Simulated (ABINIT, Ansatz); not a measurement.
**NaAsF6 (Fm-3m): one start, several treatments of the self-energy**

Aim: compare treatments of exchange, screening and correlation for the gap of NaAsF6 (Fm-3m).

Main program and level: ABINIT 10.8.3; LDA and many-body steps on it, plane waves.

## Step 1: Set-up

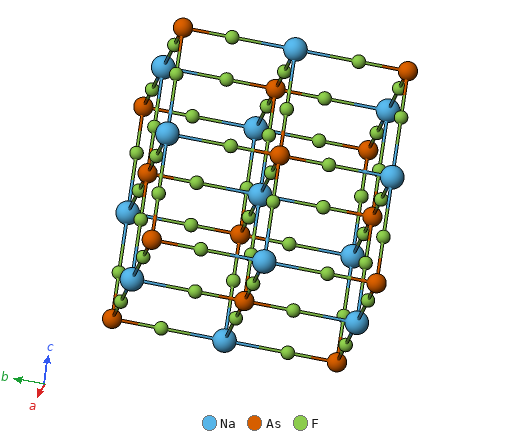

Start, viewed from a free direction; sodium blue, arsenic orange, fluorine green. This picture shows the conventional cell, with its axes. Some periodic images of atoms are drawn too.

The cell and positions are those that the Materials Project relaxed with its own functionals (PBE, PBE+U or r2SCAN), kept fixed.

## Step 2: Empty states on the mesh, 2×2×2 mesh, 260 bands

This step: ABINIT 10.8.3; DFT, LDA, plane waves, norm-conserving pseudopotentials.

The sums over transitions need many empty states on a uniform mesh; this step solves for them.

File run.abi:

```
acell 3*1.0 Angstrom
rprim 
  -0.000000000000 3.983049320000 3.983049320000
  3.983049320000 -0.000000000000 3.983049320000
  3.983049320000 3.983049320000 0.000000000000
ntypat 3
znucl 11 33 9
natom 8
typat 1 2 3 3 3 3 3 3
xred 
  0.500000000000 0.500000000000 0.500000000000
  0.000000000000 0.000000000000 0.000000000000
  0.781629880000 0.781629880000 0.218370120000
  0.218370120000 0.781629880000 0.218370120000
  0.781629880000 0.218370120000 0.218370120000
  0.218370120000 0.218370120000 0.781629880000
  0.781629880000 0.218370120000 0.781629880000
  0.218370120000 0.781629880000 0.781629880000
pp_dirpath "pseudos"
pseudos "Na.upf, As.upf, F.upf"
ecut 38
ngkpt 2 2 2
nshiftk 1
shiftk 0 0 0
kptopt 1
chksymbreak 0
iscf -2
irdden 1
istwfk *1
nband 260
nbdbuf 22
tolwfr 1e-09
nstep 60
prtvol 0
indata_prefix "in"
outdata_prefix "out"
tmpdata_prefix "tmp"
```

The run is started by

```console
OMP_NUM_THREADS=1 mpirun -n 4 abinit run.abi > log
```

Numbers of over 12 decimals in the logs are rounded to 6 here.

The program printed:

```text
.Version 10.8.3 of ABINIT. v10.8.2 released Aug 2026.

 Symmetries : space group Fm -3 m (#225); Bravais cF (face-center cubic)
[... echo of the input left out ...]
== DATASET  1 ==================================================================
-   mpi_nproc: 4, omp_nthreads: 1 (-1 if OMP is not activated)
-    --> not optimal distribution: autoparal keyword recommended in input file <--

--- !DatasetInfo
iteration_state: {dtset: 1, }
dimensions: {natom: 8, nkpt: 3, mband: 260, nsppol: 1, nspinor: 1, nspden: 1, mpw: 9577, }
cutoff_energies: {ecut:  38.0, pawecutdg:  -1.0, }
[...]
2.88871    2.88871    2.89388    2.89388    2.89388    2.90615    2.94875    2.94972
   2.94974    2.94982    2.95434    2.95453    2.97086    2.97101    2.97217    2.97825
   2.97851    2.97995    2.98281    2.98303
 prteigrs : prtvol=0 or 1, do not print more k-points.

== END DATASET(S) ==============================================================
================================================================================

 -outvars: echo values of variables after computation  --------
            nband         260
             nkpt           3
          spgroup         225
 [... the other variables as echoed above ...]

 Calculation completed.
```

It took 1.9 min on 4 MPI ranks of Arm Neoverse V2, shared host; peak memory 0.52 GiB; 7.6 min of CPU time.

Numbers from this step:

- gap: 5.286 eV
- k of the valence top: 0, 0, 0
- k of the conduction bottom: 0, 0, 0
- least direct gap: 5.286 eV
- k points computed: 3
- lowest point of the top converged band, above the valence top: 80.3345 eV

On this mesh the gap is 5.286 eV.

The density comes from a self-consistent run that is not shown.

## Step 3: Screening, 2×2×2 mesh, 116 bands, screening to 114.3 eV

The RPA dielectric matrix is built and inverted for each q.

This step: RPA screening on LDA, plane waves, norm-conserving pseudopotentials.

run.abi, as its differences from that of step 2:

```diff
@@ -26,10 +26,11 @@
 chksymbreak 0
-iscf -2
-irdden 1
 istwfk *1
-nband 260
-nbdbuf 22
-tolwfr 1e-09
-nstep 60
-prtvol 0
+occopt 1
+irdwfk 1
+optdriver 3
+nband 116
+ecuteps 4.2
+inclvkb 2
+awtr 1
+symchi 1
 indata_prefix "in"
```

The program printed:

```text
.Version 10.8.3 of ABINIT. v10.8.2 released Aug 2026.

 Symmetries : space group Fm -3 m (#225); Bravais cF (face-center cubic)
[... echo of the input left out ...]
== DATASET  1 ==================================================================
-   mpi_nproc: 4, omp_nthreads: 1 (-1 if OMP is not activated)

--- !DatasetInfo
iteration_state: {dtset: 1, }
dimensions: {natom: 8, nkpt: 3, mband: 116, nsppol: 1, nspinor: 1, nspden: 1, mpw: 9577, }
cutoff_energies: {ecut:  38.0, pawecutdg:  -1.0, }
electrons: {nelect:   6.60000000E+01, charge:   0.00000000E+00, occopt:   1.00000000E+00, tsmear:   1.00000000E-02, }

 SCREENING: Calculation of the susceptibility and dielectric matrices

 Based on a program developped by R.W. Godby, V. Olevano, G. Onida, and L. Reining.
 Incorporated in ABINIT by V. Olevano, G.-M. Rignanese, and M. Torrent.
.Using double precision arithmetic ; gwpc =  8

[... cell and pseudopotentials left out ...]
--------------------------------------------------------------------------------

 ==== K-mesh for the wavefunctions ====
 Number of points in the irreducible wedge :     3
[... list of points left out ...]
 Together with 48 symmetry operations and time-reversal symmetry
 yields     8 points in the full Brillouin Zone.

 ==== Q-mesh for the screening function ====
 Number of points in the irreducible wedge :     3
[... list of points left out ...]
 Together with 48 symmetry operations and time-reversal symmetry
 yields     8 points in the full Brillouin Zone.

 setmesh: FFT mesh size selected  =    40x   40x   40
          total number of points  =        64000

 vcoul_init : cutoff-mode = AUXILIARY_FUNCTION
 q-points for optical limit:   1
     1)      0.000010    0.000020    0.000030

- screening: taking advantage of time-reversal symmetry
- Maximum band index for partially occupied states nbvw = 33
- Remaining bands to be divided among processors   nbcw = 83
- Number of bands treated by each node ~20

 Number of electrons calculated from density =   66.0000; Expected =   66.0000
 average of density, n =  0.077387
 r_s =    1.4557
 omega_plasma =   26.8343 [eV]

 calculating chi0 at frequencies [eV] :
  1    0.000000E+00    0.000000E+00
  2    0.000000E+00    2.683433E+01

--------------------------------------------------------------------------------
  q-point number  1        q = ( 0.000000, 0.000000, 0.000000) [r.l.u.]
--------------------------------------------------------------------------------
[... chi0 elements left out ...]
 For q-point:  0.000010 0.000020 0.000030
  dielectric constant =   1.7338
  dielectric constant without local fields =   1.9147

  Average fulfillment of the sum rule on Im[epsilon] for q-point    1 :     32.28  [%]
[... wings left out ...]
  q-point number  2        q = ( 0.500000, 0.000000, 0.000000) [r.l.u.]
--------------------------------------------------------------------------------
[... chi0 elements left out ...]
  Average fulfillment of the sum rule on Im[epsilon] for q-point    2 :     37.35  [%]

 [... 1 further q-points ...]
```

Run time: 23 s. Hardware: 4 MPI ranks; peak memory 1.4 GiB.

This step gave:

* ε∞ with local fields, on this mesh, along the program's q direction: 1.734
* the same without local fields: 1.915
* plasma frequency: 26.83 eV
* plane waves in the screening matrix: 339

Local fields lower ε∞ by 9 %. On a Γ-centred mesh this coarse the value itself is usually too large, while a short band sum pulls it down.

## Step 4: G0W0, Godby-Needs plasmon pole

The self-energy is evaluated for the states that the input lists, and the levels follow from it, in one-shot runs by the linearised quasiparticle equation.

This step: G0W0 on LDA, plane waves, norm-conserving pseudopotentials.

run.abi, as its differences from that of step 3:

```diff
@@ -29,8 +29,15 @@
 irdwfk 1
-optdriver 3
+optdriver 4
 nband 116
+gwcalctyp 0
+ecutsigx 38
+symsigma 1
+nkptgw 1
+kptgw 
+  0.0000000000 0.0000000000 0.0000000000
+bdgw 
+  31 35
 ecuteps 4.2
-inclvkb 2
-awtr 1
-symchi 1
+irdscr 1
+ppmodel 1
 indata_prefix "in"
```

The program printed:

```text
.Version 10.8.3 of ABINIT. v10.8.2 released Aug 2026.

 Symmetries : space group Fm -3 m (#225); Bravais cF (face-center cubic)
[... echo of the input left out ...]
== DATASET  1 ==================================================================
-   mpi_nproc: 4, omp_nthreads: 1 (-1 if OMP is not activated)

--- !DatasetInfo
iteration_state: {dtset: 1, }
dimensions: {natom: 8, nkpt: 3, mband: 116, nsppol: 1, nspinor: 1, nspden: 1, mpw: 9577, }
cutoff_energies: {ecut:  38.0, pawecutdg:  -1.0, }
electrons: {nelect:   6.60000000E+01, charge:   0.00000000E+00, occopt:   1.00000000E+00, tsmear:   1.00000000E-02, }

 SIGMA: Calculation of the GW corrections

 Based on a program developped by R.W. Godby, V. Olevano, G. Onida, and L. Reining.
 Incorporated in ABINIT by V. Olevano, G.-M. Rignanese, and M. Torrent.
.Using double precision arithmetic ; gwpc =  8

[... cell and pseudopotentials left out ...]
--------------------------------------------------------------------------------

 ==== K-mesh for the wavefunctions ====
 Number of points in the irreducible wedge :     3
[... list of points left out ...]
 Together with 48 symmetry operations and time-reversal symmetry
 yields     8 points in the full Brillouin Zone.

 ==== Q-mesh for screening function ====
 Number of points in the irreducible wedge :     3
[... list of points left out ...]
 Together with 48 symmetry operations and time-reversal symmetry
 yields     8 points in the full Brillouin Zone.

 vcoul_init : cutoff-mode = AUXILIARY_FUNCTION
 q-points for optical limit:   1
     1)      0.000010    0.000020    0.000030
 setmesh: FFT mesh size selected  =    60x   60x   60
          total number of points  =       216000

 Number of electrons calculated from density =   66.0000; Expected =   66.0000
 average of density, n =  0.077387
 r_s =    1.4557
 omega_plasma =   26.8343 [eV]

 === KS Band Gaps ===
  >>>> For spin  1
   Minimum direct gap =   5.2861 [eV], located at k-point      :   0.0000  0.0000  0.0000
   Fundamental gap    =   5.2861 [eV], Top of valence bands at :   0.0000  0.0000  0.0000
                                       Bottom of conduction at :   0.0000  0.0000  0.0000
 SIGMA fundamental parameters:
 PLASMON POLE MODEL  1
 number of plane-waves for SigmaX                 9577
 number of plane-waves for SigmaC and W            339
 number of plane-waves for wavefunctions          9577
 number of bands                                   116
 number of independent spin polarizations            1
 number of spinorial components                      1
 number of k-points in IBZ                           3
 number of q-points in IBZ                           3
 number of symmetry operations                      48
 number of k-points in BZ                            8
 number of q-points in BZ                            8
 number of frequencies for dSigma/dE                 9
 frequency step for dSigma/dE [eV]                0.25
 number of omega for Sigma on real axis              0
 max omega for Sigma on real axis  [eV]           0.00
 zcut for avoiding poles [eV]                     0.10

 EPSILON^-1 parameters (SCR file):
 dimension of the eps^-1 matrix on file            339
 dimension of the eps^-1 matrix used               339
 number of plane-waves for wavefunctions          9577
 number of bands                                   116
 number of q-points in IBZ                           3
 number of frequencies                               2
 number of real frequencies                          1
 number of imag frequencies                          1

 matrix elements of self-energy operator (all in [eV])

 Perturbative Calculation

--- !SelfEnergy_ee
iteration_state: {dtset: 1, }
kpoint     : [   0.000,    0.000,    0.000, ]
spin       : 1
KS_gap     :    5.286
QP_gap     :   10.539
Delta_QP_KS:    5.253
data: !SigmaeeData |
     Band     E0 <VxcDFT>   SigX SigC(E0)      Z dSigC/dE  Sig(E)    E-E0       E
       31  -3.964 -23.072 -30.801   5.042   0.826  -0.210 -25.291  -2.219  -6.184
       32  -3.964 -23.072 -30.801   5.042   0.826  -0.210 -25.291  -2.219  -6.184
       33  -3.964 -23.072 -30.801   5.042   0.826  -0.210 -25.291  -2.219  -6.184
       34   1.322 -18.169 -13.133  -1.595   0.881  -0.134 -15.135   3.033   4.355
       35   5.312  -9.938  -5.419  -1.938   0.909  -0.100  -7.593   2.345   7.657

== END DATASET(S) ==============================================================
================================================================================

 -outvars: echo values of variables after computation  --------
           etotal      0.0000000000E+00
            nband         116
             nkpt           3
          spgroup         225
 [... the other variables as echoed above ...]

 Calculation completed.
```

It took 5.4 s on 4 MPI ranks; peak memory 1.3 GiB; 21 s of CPU time.

Numbers from this step:

```yaml
g0w0_gap_on_the_points_computed: 10.54 eV
starting_gap_on_the_mesh: 5.286 eV
k_of_the_valence_top: 0, 0, 0
k_of_the_conduction_bottom: 0, 0, 0
z_at_the_valence_top: 0.826
z_at_the_conduction_bottom: 0.881
least_direct_g0w0_gap_on_the_computed_points: 10.54 eV
```

The gap on the mesh goes from 5.29 eV to 10.54 eV, a correction of +5.25 eV.

## Step 5: G0W0, Hybertsen-Louie plasmon pole

run.abi, as its differences from that of step 4:

```diff
@@ -41,3 +41,3 @@
 irdscr 1
-ppmodel 1
+ppmodel 2
 indata_prefix "in"
```

The program printed:

```text
.Version 10.8.3 of ABINIT. v10.8.2 released Aug 2026.

 Symmetries : space group Fm -3 m (#225); Bravais cF (face-center cubic)
[... echo of the input left out ...]
== DATASET  1 ==================================================================
-   mpi_nproc: 4, omp_nthreads: 1 (-1 if OMP is not activated)

--- !DatasetInfo
iteration_state: {dtset: 1, }
dimensions: {natom: 8, nkpt: 3, mband: 116, nsppol: 1, nspinor: 1, nspden: 1, mpw: 9577, }
cutoff_energies: {ecut:  38.0, pawecutdg:  -1.0, }
electrons: {nelect:   6.60000000E+01, charge:   0.00000000E+00, occopt:   1.00000000E+00, tsmear:   1.00000000E-02, }

 SIGMA: Calculation of the GW corrections

 Based on a program developped by R.W. Godby, V. Olevano, G. Onida, and L. Reining.
 Incorporated in ABINIT by V. Olevano, G.-M. Rignanese, and M. Torrent.
.Using double precision arithmetic ; gwpc =  8

[... cell and pseudopotentials left out ...]
--------------------------------------------------------------------------------

 ==== K-mesh for the wavefunctions ====
 Number of points in the irreducible wedge :     3
[... list of points left out ...]
 Together with 48 symmetry operations and time-reversal symmetry
 yields     8 points in the full Brillouin Zone.

 ==== Q-mesh for screening function ====
 Number of points in the irreducible wedge :     3
[... list of points left out ...]
 Together with 48 symmetry operations and time-reversal symmetry
 yields     8 points in the full Brillouin Zone.

 vcoul_init : cutoff-mode = AUXILIARY_FUNCTION
 q-points for optical limit:   1
     1)      0.000010    0.000020    0.000030
 setmesh: FFT mesh size selected  =    60x   60x   60
          total number of points  =       216000

 Number of electrons calculated from density =   66.0000; Expected =   66.0000
[...]
number of q-points in IBZ                           3
 number of symmetry operations                      48
 number of k-points in BZ                            8
 number of q-points in BZ                            8
 number of frequencies for dSigma/dE                 9
 frequency step for dSigma/dE [eV]                0.25
 number of omega for Sigma on real axis              0
 max omega for Sigma on real axis  [eV]           0.00
 zcut for avoiding poles [eV]                     0.10

 EPSILON^-1 parameters (SCR file):
 dimension of the eps^-1 matrix on file            339
 dimension of the eps^-1 matrix used               339
 number of plane-waves for wavefunctions          9577
 number of bands                                   116
 number of q-points in IBZ                           3
 number of frequencies                               2
 number of real frequencies                          1
 number of imag frequencies                          1

 matrix elements of self-energy operator (all in [eV])

 Perturbative Calculation

--- !SelfEnergy_ee
iteration_state: {dtset: 1, }
kpoint     : [   0.000,    0.000,    0.000, ]
spin       : 1
KS_gap     :    5.286
QP_gap     :   11.330
Delta_QP_KS:    6.044
data: !SigmaeeData |
     Band     E0 <VxcDFT>   SigX SigC(E0)      Z dSigC/dE  Sig(E)    E-E0       E
       31  -3.964 -23.072 -30.801   4.259   0.908  -0.101 -26.224  -3.152  -7.116
       32  -3.964 -23.072 -30.801   4.259   0.908  -0.101 -26.224  -3.152  -7.116
       33  -3.964 -23.072 -30.801   4.259   0.908  -0.101 -26.224  -3.152  -7.116
       34   1.322 -18.169 -13.133  -1.915   0.927  -0.079 -15.277   2.892   4.213
       35   5.312  -9.938  -5.419  -2.090   0.942  -0.062  -7.651   2.287   7.599

== END DATASET(S) ==============================================================
================================================================================

 -outvars: echo values of variables after computation  --------
           etotal      0.0000000000E+00
            nband         116
             nkpt           3
          spgroup         225
 [... the other variables as echoed above ...]

 Calculation completed.
```

It took 5.3 s on 4 MPI ranks; peak memory 1.3 GiB.

This step gave:

* G0W0 gap on the points computed: 11.33 eV
* starting gap on the mesh: 5.286 eV
* k of the valence top: 0, 0, 0
* k of the conduction bottom: 0, 0, 0
* Z at the valence top: 0.908
* Z at the conduction bottom: 0.927
* least direct G0W0 gap on the computed points: 11.33 eV

Against G0W0 in ABINIT (2×2×2 mesh, 116 bands, screening to 114.3 eV, Godby-Needs plasmon pole), the gap moves by +0.790 eV.

## Step 6: G0W0, von der Linden-Horsch plasmon pole

run.abi, as its differences from that of step 5:

```diff
@@ -41,3 +41,3 @@
 irdscr 1
-ppmodel 2
+ppmodel 3
 indata_prefix "in"
```

The program printed:

```text
.Version 10.8.3 of ABINIT. v10.8.2 released Aug 2026.

 Symmetries : space group Fm -3 m (#225); Bravais cF (face-center cubic)
[... echo of the input left out ...]
== DATASET  1 ==================================================================
-   mpi_nproc: 4, omp_nthreads: 1 (-1 if OMP is not activated)

--- !DatasetInfo
iteration_state: {dtset: 1, }
dimensions: {natom: 8, nkpt: 3, mband: 116, nsppol: 1, nspinor: 1, nspden: 1, mpw: 9577, }
cutoff_energies: {ecut:  38.0, pawecutdg:  -1.0, }
[...]
33  -3.964 -23.072 -30.801   5.020   0.903  -0.107 -25.518  -2.446  -6.410
       34   1.322 -18.169 -13.133  -1.608   0.932  -0.072 -14.972   3.197   4.519
       35   5.312  -9.938  -5.419  -2.020   0.955  -0.048  -7.553   2.385   7.697

== END DATASET(S) ==============================================================
================================================================================

 -outvars: echo values of variables after computation  --------
           etotal      0.0000000000E+00
            nband         116
             nkpt           3
          spgroup         225
 [... the other variables as echoed above ...]

 Calculation completed.
```

The job ended after 4.5 s (4 MPI ranks; peak memory 1.1 GiB; 18 s of CPU time).

This step gave:

```
G0W0 gap on the points computed              : 10.93 eV
starting gap on the mesh                     : 5.286 eV
k of the valence top                         : 0, 0, 0
k of the conduction bottom                   : 0, 0, 0
least direct G0W0 gap on the computed points : 10.93 eV
```

Against G0W0 in ABINIT (2×2×2 mesh, 116 bands, screening to 114.3 eV, Godby-Needs plasmon pole), the gap moves by +0.390 eV.

[end of part 1 of 2]

[Paths, hosts, dates, memory and timing lines, banners, echoed tables and standing remarks are left out of the program output.]

[Logs are printed without paths, hosts, clocks, repeated set-up lines and the standing remarks that a program may print on its own settings, such as how far it seeks lower states.]

[Runs of the session that timed out or met a known fault of the program may be left out.]

[Hosts, paths, dates, database ids (printed as entryN), source tags and the programs' standing remarks are cut or masked in the printed files.]

[G0W0 gaps are taken among the corrected bands and points alone; a level outside them can change the order at an edge.]

[Where Ansatz stands beside ABINIT at settings called matched, ABINIT's density can come from a denser mesh and the files from another edition; pairs whose starting gaps differed by over 0.03 eV were left out, so agreement reads better than it is.]
